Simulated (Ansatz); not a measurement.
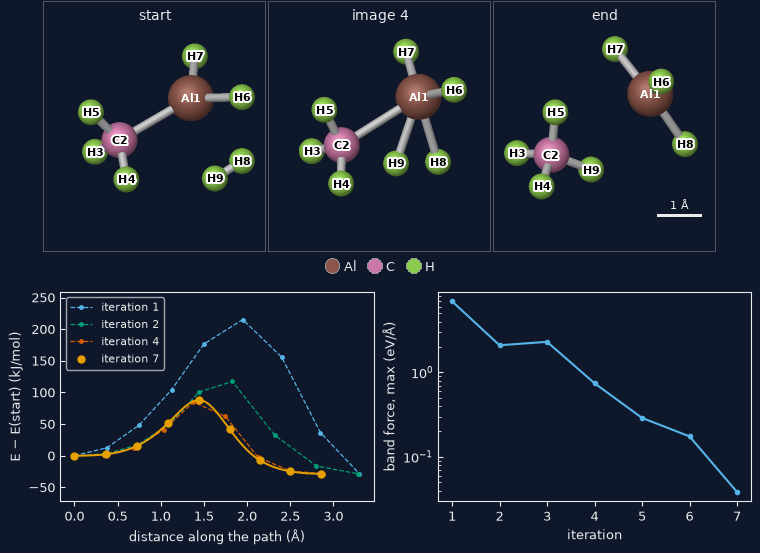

NEB run on CH7Al. Images are numbered from 0 (start) to 8 (end). The plot follows the band through its iterations. The picture is a ball-and-stick view, seen at a tilt.

Theory: RKS r2SCAN/def2-SVP (Ansatz). Run with 7 movable images; climbing image; force threshold 0.05 eV/Å; iteration limit 60; starting path through a guess of the saddle point.

### Did the band converge, and can the barrier be trusted?

The result is final at these settings. The band converged in 7 iterations. The largest component of the band force went from 6.9 to 0.039 eV/Å. The climbing image converged on the top of the path. Its vibrational analysis gives one imaginary mode (1230i cm⁻¹), as a transition state must have. The first iteration put the highest image at 215.2 kJ/mol. The highest point, image 4, lies 87.9 kJ/mol above the start and 116.3 kJ/mol above the end; the end is at −28.4 kJ/mol relative to the start.

Cost: 2.5 min on 1 thread of Arm Neoverse V1, with other jobs on the host, peak memory 0.12 GiB.
